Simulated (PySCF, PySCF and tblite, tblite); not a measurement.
**2,2,2-trifluoroethanol (C2H3F3O): conformers and averaged spectra**

Aim: find the conformers of 2,2,2-trifluoroethanol (C2H3F3O) (`OCC(F)(F)F`), weigh them, and average their properties.

Computed with tblite 0.8.0 (tight binding) and PySCF 2.14.0 (DFT, with response routines of our own); each step states its level. Atoms count from 0 throughout.

## 1. The starting structure

9 atoms, charge 0, multiplicity 1; geometry from: MMFF94s geometry.

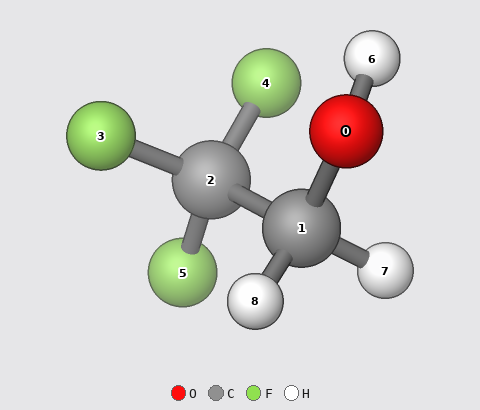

The starting geometry (oxygen red, carbon grey, fluorine green, hydrogen white), atoms numbered.

## 2. GFN2-xTB relaxation, conformer 1

Job settings and geometry (Å):

```
{"job": {"xc": "GFN2-xTB", "basis": "xTB", "kind": "relax"}, "charge": 0, "multiplicity": 1}
O     -1.582500     0.444900     0.169800
C     -0.537600    -0.432400    -0.236100
C      0.872400     0.157600    -0.067600
F      1.054000     1.219300    -0.904200
F      1.047500     0.591000     1.206500
F      1.812800    -0.757200    -0.339500
H     -1.339900     0.839800     1.026000
H     -0.611200    -1.336900     0.388000
H     -0.701900    -0.720200    -1.268200
```

On the command line:

```console
$ OMP_NUM_THREADS=1 python ens_run.py task.json out
```

The driver reads the study from task.json and runs its stages one after another.

Log:

```text
step      E/eV     max force
  0    -654.95641    1.120
  1    -655.00495    0.455
  2    -655.02500    0.337
  3    -655.03165    0.246
  4    -655.03505    0.117
  5    -655.03652    0.106
  6    -655.03756    0.078
  7    -655.03800    0.070
  8    -655.03830    0.048
  9    -655.03850    0.045
 10    -655.03867    0.043
 11    -655.03885    0.039
 12    -655.03885    0.039
 13    -655.03896    0.037
 14    -655.03915    0.036
 15    -655.03921    0.035
 16    -655.03945    0.039
 17    -655.03961    0.036
 18    -655.03981    0.045
 19    -655.03998    0.041
 20    -655.04016    0.050
 21    -655.04031    0.046
 22    -655.04043    0.031
 23    -655.04053    0.027
 24    -655.04059    0.016
 25    -655.04062    0.015
 26    -655.04063    0.014
 27    -655.04065    0.014
 28    -655.04067    0.016
 29    -655.04069    0.013
 30    -655.04071    0.011
 31    -655.04071    0.009
 32    -655.04072    0.006
 33    -655.04072    0.007
 34    -655.04072    0.006
 35    -655.04073    0.006
 36    -655.04073    0.007
 37    -655.04073    0.006
 38    -655.04074    0.006
 39    -655.04074    0.008
 40    -655.04075    0.009
 41    -655.04076    0.010
 42    -655.04077    0.010
 43    -655.04079    0.013
 44    -655.04080    0.010
 45    -655.04081    0.012
 46    -655.04082    0.013
 47    -655.04083    0.010
 48    -655.04084    0.006
 49    -655.04084    0.005
 50    -655.04085    0.005
 51    -655.04085    0.003
```

Wall time 0.31 s (1 thread of Arm Neoverse V1, shared host).

The energy fell by 0.084 eV, and the atoms moved 0.05 Å (root mean square).

**GFN2-xTB relaxation, conformer 2**

Job settings and geometry (Å):

```
{"job": {"xc": "GFN2-xTB", "basis": "xTB", "kind": "relax"}, "charge": 0, "multiplicity": 1}
O      1.323600    -0.858300    -0.302100
C      0.477800     0.254800     0.058900
C     -1.004900    -0.058300     0.004400
F     -1.362600    -1.049000     0.829000
F     -1.728000     1.037800     0.372200
F     -1.408400    -0.390900    -1.250600
H      2.239800    -0.558100    -0.229400
H      0.755600     0.547900     1.093200
H      0.720600     1.080100    -0.600800
```

Log:

```text
step      E/eV     max force
  0    -654.81631    1.782
  1    -654.87919    0.490
  2    -654.89891    0.505
  3    -654.91299    0.383
  4    -654.92164    0.242
  5    -654.92801    0.243
  6    -654.93411    0.234
  7    -654.93725    0.115
  8    -654.93855    0.131
  9    -654.93933    0.127
 10    -654.94030    0.106
 11    -654.94142    0.112
 12    -654.94254    0.116
 13    -654.94348    0.090
 14    -654.94420    0.092
 15    -654.94464    0.074
 16    -654.94485    0.031
 17    -654.94485    0.031
 18    -654.94492    0.028
 19    -654.94502    0.021
 20    -654.94504    0.017
 21    -654.94507    0.008
 22    -654.94507    0.007
 23    -654.94508    0.006
 24    -654.94508    0.004
 25    -654.94508    0.004
```

Run time: 0.09 s. Hardware: 1 thread of Arm Neoverse V1, shared host.

The energy fell by 0.129 eV, and the atoms moved 0.07 Å (root mean square).

## 3. DFT optimisation, start 1: PBE0-D3(BJ)/def2-SVP

Job settings and geometry (Å):

```
{"job": {"kind": "geom", "xc": "PBE0", "basis": "def2-SVP", "d3": "d3bj", "grid": 1, "maxiter": 40}, "charge": 0, "multiplicity": 1}
O     -1.536422     0.485083     0.144301
C     -0.551231    -0.428520    -0.217294
C      0.855718     0.160897    -0.079239
F      1.083734     1.182284    -0.906589
F      1.061578     0.618924     1.169081
F      1.799561    -0.760086    -0.316507
H     -1.403921     0.774865     1.056450
H     -0.578180    -1.344425     0.391421
H     -0.717275    -0.683028    -1.266805
```

Log:

```text
step      E/eV     max force
  0    -12299.09128   0.8334
  1    -12299.11204   0.2527
  2    -12299.11280   0.0669
  3    -12299.11339   0.0527
  4    -12299.11339   0.0232
```

Run time: 16 s. Hardware: 1 thread of Arm Neoverse V1, shared host; peak memory 0.45 GiB.

The energy fell by 0.022 eV, and the atoms moved 0.02 Å (root mean square).

## 4. DFT optimisation, start 2: PBE0-D3(BJ)/def2-SVP

Job settings and geometry (Å):

```
{"job": {"kind": "geom", "xc": "PBE0", "basis": "def2-SVP", "d3": "d3bj", "grid": 1, "maxiter": 40}, "charge": 0, "multiplicity": 1}
O      1.242205    -0.844476    -0.297582
C      0.516695     0.288718     0.078548
C     -0.808591    -0.182552     0.672269
F     -0.646589    -0.947273     1.752121
F     -1.546475     0.875627     1.054864
F     -1.547619    -0.869959    -0.198698
H      2.185721    -0.655043    -0.257901
H      1.027196     0.877250     0.854025
H      0.275557     0.937058    -0.775773
```

Log:

```text
step      E/eV     max force
  0    -12298.98633   0.8110
  1    -12298.99759   1.0849
  2    -12298.91019   1.6188
  3    -12299.00875   0.1966
  4    -12299.00972   0.0736
  5    -12299.01032   0.0570
  6    -12299.01098   0.3467
  7    -12299.01194   0.0488
  8    -12299.01257   0.0942
  9    -12299.01281   0.2882
 10    -12299.01335   0.0426
 11    -12299.01358   0.0294
 12    -12299.01367   0.1196
 13    -12299.01380   0.0063
```

Wall time 42 s (1 thread of Arm Neoverse V1, shared host); peak memory 0.45 GiB.

The energy fell by 0.027 eV, and the atoms moved 0.11 Å (root mean square).

## 5. Shieldings, conformer 1: B97-2/pcSseg-2

Job settings and geometry (Å):

```
{"job": {"xc": "B97-2", "basis": "pcSseg-2", "kind": "nmr", "pop": true}, "charge": 0, "multiplicity": 1}
O     -1.521543     0.509418     0.132130
C     -0.544157    -0.413799    -0.210649
C      0.850338     0.162151    -0.078009
F      1.057483     1.185495    -0.901378
F      1.045510     0.609270     1.174158
F      1.773567    -0.767604    -0.329307
H     -1.387356     0.760477     1.053313
H     -0.569146    -1.338997     0.396766
H     -0.691134    -0.700418    -1.262206
```

Log:

```text
coarse grid: 8376 points
cycle   1  E = -452.6471619539  dE =  9.766e-01  |g| = 1.093e+00  |ddm| = 1.970e+00
cycle   2  E = -452.3798692827  dE =  2.673e-01  |g| = 1.710e+00  |ddm| = 1.229e+00
cycle   3  E = -452.8356738034  dE = -4.558e-01  |g| = 7.216e-02  |ddm| = 8.068e-01
cycle   4  E = -452.8362781902  dE = -6.044e-04  |g| = 4.897e-02  |ddm| = 6.399e-02
cycle   5  E = -452.8366796837  dE = -4.015e-04  |g| = 1.012e-02  |ddm| = 2.582e-02
cycle   6  E = -452.8366940159  dE = -1.433e-05  |g| = 3.090e-03  |ddm| = 6.286e-03
cycle   7  E = -452.8366957860  dE = -1.770e-06  |g| = 4.517e-04  |ddm| = 1.881e-03
final grid: 84552 points
cycle   8  E = -452.8254355617  dE = -1.087e-04  |g| = 9.764e-03  |ddm| = 4.392e-02
cycle   9  E = -452.8254266968  dE =  8.865e-06  |g| = 1.252e-02  |ddm| = 7.885e-03
cycle  10  E = -452.8254475869  dE = -2.089e-05  |g| = 9.038e-04  |ddm| = 4.549e-03
cycle  11  E = -452.8254477330  dE = -1.461e-07  |g| = 2.256e-04  |ddm| = 6.449e-04
cycle  12  E = -452.8254477425  dE = -9.493e-09  |g| = 5.531e-05  |ddm| = 1.521e-04
cycle  13  E = -452.8254477430  dE = -4.688e-10  |g| = 1.806e-05  |ddm| = 3.384e-05
converged SCF energy = -452.8254477430

GIAO shielding tensors (ppm)
atom      isotropic    diamagn.    paramagn.     s11        s22        s33       span
  0 O      313.642     381.830     -68.189    283.347    297.891    359.688     76.341
  1 C      117.451     241.947    -124.496     95.338    108.480    148.536     53.198
  2 C       50.095     240.668    -190.573     46.521     49.733     54.032      7.511
  3 F      269.102     468.518    -199.416    184.394    274.689    348.225    163.831
  4 F      271.314     470.768    -199.453    180.082    279.138    354.724    174.641
  5 F      268.090     468.344    -200.253    184.235    274.410    345.626    161.391
  6 H       30.517      31.305      -0.788     21.151     28.164     42.236     21.085
  7 H       27.594      29.687      -2.093     23.334     27.698     31.751      8.417
  8 H       27.672      28.809      -1.137     24.156     27.606     31.255      7.099
```

It took 30 s on 1 thread of Arm Neoverse V1, shared host; peak memory 1 GiB.

Key values: HOMO -8.60 eV, LUMO 0.46 eV; dipole 1.64 D.

The fields below are evaluated on a grid from the run's orbitals.

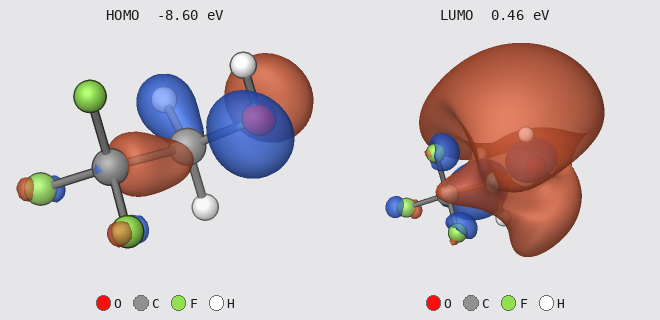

B97-2/pcSseg-2 orbitals near the gap, drawn at the value that encloses 70 % of each; the two colours are the two signs.

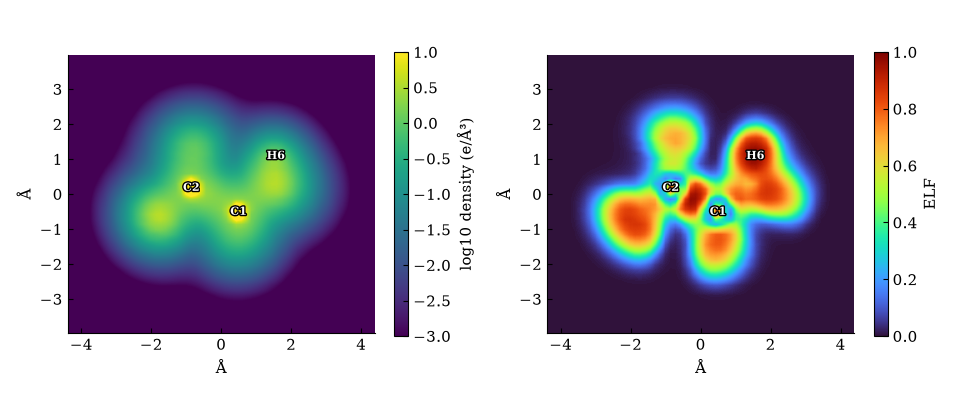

Density (left) and ELF (right) in a plane through or near 3 of the atoms.

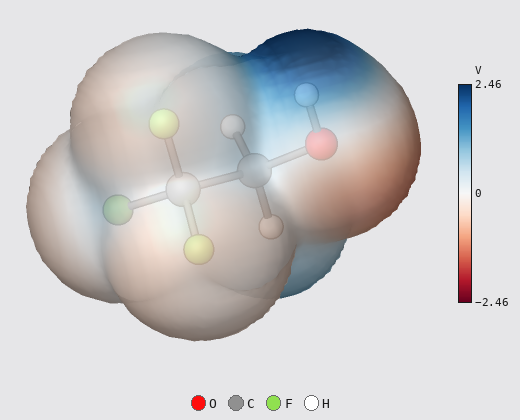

Electrostatic potential on the surface of density 0.002 e/bohr³; red is low, blue high. It runs from -1.13 V near O0 to 2.46 V near H6.

## 6. Single-point energy, conformer 1: CAM-B3LYP/def2-TZVP

The job, as its differences from that of step 5:

```diff
@@ -1,2 +1,2 @@
-{"job": {"xc": "B97-2", "basis": "pcSseg-2", "kind": "nmr", "pop": true}, "charge": 0, "multiplicity": 1}
+{"job": {"xc": "CAM-B3LYP", "basis": "def2-TZVP", "kind": "sp"}, "charge": 0, "multiplicity": 1}
 O     -1.521543     0.509418     0.132130
```

Log:

```text
coarse grid: 8376 points
cycle   1  E = -452.6383708105  dE =  1.063e+00  |g| = 1.121e+00  |ddm| = 2.296e+00
cycle   2  E = -452.5128854867  dE =  1.255e-01  |g| = 1.500e+00  |ddm| = 1.234e+00
cycle   3  E = -452.8457912948  dE = -3.329e-01  |g| = 4.898e-02  |ddm| = 6.738e-01
cycle   4  E = -452.8461195973  dE = -3.283e-04  |g| = 2.589e-02  |ddm| = 4.100e-02
cycle   5  E = -452.8462240382  dE = -1.044e-04  |g| = 8.773e-03  |ddm| = 1.705e-02
cycle   6  E = -452.8462353585  dE = -1.132e-05  |g| = 2.421e-03  |ddm| = 5.326e-03
cycle   7  E = -452.8462362739  dE = -9.154e-07  |g| = 5.107e-04  |ddm| = 1.643e-03
final grid: 84552 points
cycle   8  E = -452.8481119571  dE = -5.761e-05  |g| = 3.952e-03  |ddm| = 3.041e-02
cycle   9  E = -452.8481117741  dE =  1.830e-07  |g| = 4.169e-03  |ddm| = 4.299e-03
cycle  10  E = -452.8481143596  dE = -2.585e-06  |g| = 4.149e-04  |ddm| = 1.868e-03
cycle  11  E = -452.8481143781  dE = -1.847e-08  |g| = 2.007e-04  |ddm| = 2.861e-04
cycle  12  E = -452.8481143857  dE = -7.661e-09  |g| = 2.087e-05  |ddm| = 1.305e-04
cycle  13  E = -452.8481143858  dE = -7.185e-11  |g| = 1.284e-05  |ddm| = 2.262e-05
converged SCF energy = -452.8481143858
```

It took 8.3 s on 1 thread of Arm Neoverse V1, shared host; peak memory 0.8 GiB.

In short: HOMO -10.38 eV, LUMO 1.67 eV; dipole 1.67 D.

## 7. Shieldings, conformer 2: B97-2/pcSseg-2

Job settings and geometry (Å):

```
{"job": {"xc": "B97-2", "basis": "pcSseg-2", "kind": "nmr", "pop": false}, "charge": 0, "multiplicity": 1}
O      1.269550    -0.876173    -0.172490
C      0.530114     0.256994     0.141352
C     -0.813933    -0.181095     0.675876
F     -0.691885    -0.916650     1.778560
F     -1.540537     0.900673     0.981454
F     -1.497579    -0.893532    -0.216991
H      2.127341    -0.600951    -0.506604
H      0.990522     0.881836     0.930279
H      0.324506     0.908247    -0.729562
```

Log:

```text
coarse grid: 8376 points
cycle   1  E = -452.6448552026  dE =  9.852e-01  |g| = 1.085e+00  |ddm| = 1.966e+00
cycle   2  E = -452.4061049965  dE =  2.388e-01  |g| = 1.656e+00  |ddm| = 1.271e+00
cycle   3  E = -452.8306722277  dE = -4.246e-01  |g| = 6.967e-02  |ddm| = 8.382e-01
cycle   4  E = -452.8312932432  dE = -6.210e-04  |g| = 4.311e-02  |ddm| = 5.831e-02
cycle   5  E = -452.8316095197  dE = -3.163e-04  |g| = 1.029e-02  |ddm| = 2.471e-02
cycle   6  E = -452.8316236367  dE = -1.412e-05  |g| = 3.040e-03  |ddm| = 5.595e-03
cycle   7  E = -452.8316252927  dE = -1.656e-06  |g| = 4.571e-04  |ddm| = 2.000e-03
final grid: 84552 points
cycle   8  E = -452.8224820745  dE = -1.107e-04  |g| = 8.874e-03  |ddm| = 3.959e-02
cycle   9  E = -452.8224753680  dE =  6.706e-06  |g| = 1.118e-02  |ddm| = 6.902e-03
cycle  10  E = -452.8224917927  dE = -1.642e-05  |g| = 8.727e-04  |ddm| = 3.992e-03
cycle  11  E = -452.8224919257  dE = -1.331e-07  |g| = 2.430e-04  |ddm| = 6.224e-04
cycle  12  E = -452.8224919375  dE = -1.177e-08  |g| = 3.658e-05  |ddm| = 1.670e-04
cycle  13  E = -452.8224919377  dE = -2.028e-10  |g| = 1.436e-05  |ddm| = 2.520e-05
converged SCF energy = -452.8224919377

GIAO shielding tensors (ppm)
atom      isotropic    diamagn.    paramagn.     s11        s22        s33       span
  0 O      315.043     382.461     -67.418    280.111    284.347    380.671    100.559
  1 C      117.446     242.537    -125.091    101.270    101.789    149.280     48.010
  2 C       50.993     239.162    -188.169     47.729     49.616     55.632      7.903
  3 F      267.601     467.068    -199.466    181.278    274.205    347.321    166.043
  4 F      264.671     468.397    -203.726    179.952    264.794    349.267    169.315
  5 F      267.858     469.183    -201.325    181.596    274.559    347.418    165.823
  6 H       31.037      30.374       0.663     21.379     26.800     44.931     23.552
  7 H       27.464      29.479      -2.015     23.671     27.406     31.315      7.645
  8 H       27.463      30.431      -2.968     23.658     27.410     31.321      7.662
```

Run time: 22 s. Hardware: 1 thread of Arm Neoverse V1, shared host; peak memory 1.1 GiB.

Key values: HOMO -8.54 eV, LUMO 0.10 eV; dipole 3.36 D.

## 8. Single-point energy, conformer 2: CAM-B3LYP/def2-TZVP

The job, as its differences from that of step 7:

```diff
@@ -1,2 +1,2 @@
-{"job": {"xc": "B97-2", "basis": "pcSseg-2", "kind": "nmr", "pop": false}, "charge": 0, "multiplicity": 1}
+{"job": {"xc": "CAM-B3LYP", "basis": "def2-TZVP", "kind": "sp"}, "charge": 0, "multiplicity": 1}
 O      1.269550    -0.876173    -0.172490
```

Log:

```text
coarse grid: 8376 points
cycle   1  E = -452.6367130843  dE =  1.071e+00  |g| = 1.112e+00  |ddm| = 2.281e+00
cycle   2  E = -452.5308736967  dE =  1.058e-01  |g| = 1.454e+00  |ddm| = 1.190e+00
cycle   3  E = -452.8404671275  dE = -3.096e-01  |g| = 5.325e-02  |ddm| = 6.421e-01
cycle   4  E = -452.8408716388  dE = -4.045e-04  |g| = 2.344e-02  |ddm| = 3.965e-02
cycle   5  E = -452.8409547520  dE = -8.311e-05  |g| = 8.696e-03  |ddm| = 1.607e-02
cycle   6  E = -452.8409658824  dE = -1.113e-05  |g| = 2.333e-03  |ddm| = 5.032e-03
cycle   7  E = -452.8409666822  dE = -7.998e-07  |g| = 5.854e-04  |ddm| = 1.571e-03
final grid: 84552 points
cycle   8  E = -452.8448092870  dE = -5.844e-05  |g| = 4.424e-03  |ddm| = 3.099e-02
cycle   9  E = -452.8448087743  dE =  5.127e-07  |g| = 4.848e-03  |ddm| = 4.320e-03
cycle  10  E = -452.8448121381  dE = -3.364e-06  |g| = 3.887e-04  |ddm| = 2.056e-03
cycle  11  E = -452.8448121549  dE = -1.684e-08  |g| = 1.910e-04  |ddm| = 2.681e-04
cycle  12  E = -452.8448121619  dE = -6.979e-09  |g| = 2.293e-05  |ddm| = 1.130e-04
cycle  13  E = -452.8448121620  dE = -7.606e-11  |g| = 1.240e-05  |ddm| = 2.062e-05
converged SCF energy = -452.8448121620
```

It took 8.5 s on 1 thread of Arm Neoverse V1, shared host; peak memory 0.8 GiB.

This run: HOMO -10.30 eV, LUMO 1.28 eV; dipole 3.43 D.

## 9. Couplings, conformer 1: B3LYP/pcJ-1

Job settings and geometry (Å):

```
{"job": {"xc": "B3LYP", "basis": "pcJ-1", "kind": "j"}, "charge": 0, "multiplicity": 1}
O     -1.521543     0.509418     0.132130
C     -0.544157    -0.413799    -0.210649
C      0.850338     0.162151    -0.078009
F      1.057483     1.185495    -0.901378
F      1.045510     0.609270     1.174158
F      1.773567    -0.767604    -0.329307
H     -1.387356     0.760477     1.053313
H     -0.569146    -1.338997     0.396766
H     -0.691134    -0.700418    -1.262206
```

Log:

```text
coarse grid: 8376 points
cycle   1  E = -452.5312989543  dE =  9.429e-01  |g| = 1.086e+00  |ddm| = 2.389e+00
cycle   2  E = -452.2497982274  dE =  2.815e-01  |g| = 1.750e+00  |ddm| = 1.412e+00
cycle   3  E = -452.7181456684  dE = -4.683e-01  |g| = 6.836e-02  |ddm| = 9.188e-01
cycle   4  E = -452.7186354949  dE = -4.898e-04  |g| = 4.845e-02  |ddm| = 6.757e-02
cycle   5  E = -452.7190580085  dE = -4.225e-04  |g| = 9.758e-03  |ddm| = 2.918e-02
cycle   6  E = -452.7190699060  dE = -1.190e-05  |g| = 3.446e-03  |ddm| = 6.054e-03
cycle   7  E = -452.7190719073  dE = -2.001e-06  |g| = 3.899e-04  |ddm| = 2.220e-03
final grid: 84552 points
cycle   8  E = -452.7794965693  dE = -1.850e-04  |g| = 6.271e-03  |ddm| = 1.353e-02
cycle   9  E = -452.7794910421  dE =  5.527e-06  |g| = 8.422e-03  |ddm| = 6.985e-03
cycle  10  E = -452.7795021765  dE = -1.113e-05  |g| = 6.685e-04  |ddm| = 4.172e-03
cycle  11  E = -452.7795022095  dE = -3.295e-08  |g| = 4.274e-04  |ddm| = 5.708e-04
cycle  12  E = -452.7795022452  dE = -3.576e-08  |g| = 3.903e-05  |ddm| = 2.768e-04
cycle  13  E = -452.7795022454  dE = -1.429e-10  |g| = 2.213e-05  |ddm| = 2.822e-05
converged SCF energy = -452.7795022454

Indirect spin-spin couplings (Hz)
  i      j    bonds     total        FC       PSO       DSO        SD
  0 O    1 C    1     20.320    22.268    -0.302    -0.121    -1.524
  0 O    2 C    2     -1.016    -1.445     0.552    -0.039    -0.085
  0 O    3 F    3      1.523     0.339     0.965     0.008     0.211
  0 O    4 F    3      3.206     1.530     1.536     0.008     0.132
  0 O    5 F    3      4.737     5.284     1.240     0.227    -2.013
  0 O    6 H    1    -72.715   -60.572   -11.580    -0.386    -0.177
  0 O    7 H    2     -2.645    -2.313    -0.686     0.177     0.177
  0 O    8 H    2    -14.784   -14.233    -0.778     0.087     0.140
  1 C    2 C    1     67.445    67.200    -1.371     0.436     1.180
  1 C    3 F    2     32.630    33.510    -2.380     0.052     1.448
  1 C    4 F    2     34.058    35.031    -2.232     0.078     1.181
  1 C    5 F    2     44.362    48.195    -4.022     0.088     0.101
  1 C    6 H    2     -3.278    -3.343     0.484    -0.428     0.009
  1 C    7 H    1    146.993   145.789    -0.081     1.183     0.102
  1 C    8 H    1    152.486   151.338    -0.153     1.171     0.130
  2 C    3 F    1   -354.425  -326.563   -37.677     1.434     8.380
  2 C    4 F    1   -335.995  -314.955   -32.465     1.443     9.983
  2 C    5 F    1   -348.370  -324.193   -34.849     1.412     9.260
  2 C    6 H    3      1.025     1.204    -0.368     0.263    -0.074
  2 C    7 H    2     -1.093    -1.226    -0.331     0.393     0.072
  2 C    8 H    2     -4.341    -4.514    -0.294     0.378     0.088
  3 F    4 F    2     50.861    41.928   -38.948    -0.367    48.247
  3 F    5 F    2     59.220    36.189   -25.171    -0.481    48.683
  3 F    7 H    3     26.723    27.153     1.762    -2.162    -0.030
  3 F    8 H    3      3.617     3.079     0.747     0.172    -0.380
  4 F    5 F    2     80.840    40.362   -10.315    -0.423    51.217
  4 F    6 H    4     -1.022    -0.581    -1.954     1.903    -0.389
  4 F    7 H    3      1.520     0.641     1.234    -0.042    -0.312
  4 F    8 H    3     23.594    23.965     1.827    -2.182    -0.016
  5 F    6 H    4     -1.926    -0.927     0.798    -1.569    -0.228
  5 F    7 H    3     -0.586    -0.350     0.083     0.384    -0.702
  5 F    8 H    3     -2.299    -2.292     0.479     0.003    -0.490
  6 H    7 H    3      1.799     1.848     0.535    -0.655     0.071
  6 H    8 H    3     18.074    18.094     4.328    -4.370     0.023
  7 H    8 H    2    -14.416   -14.892     1.705    -1.567     0.338
```

Wall time 31 s (1 thread of Arm Neoverse V1, shared host); peak memory 0.77 GiB.

In short: HOMO -8.48 eV, LUMO 0.85 eV; dipole 1.62 D.

(Part 1 of 2 ends here.)
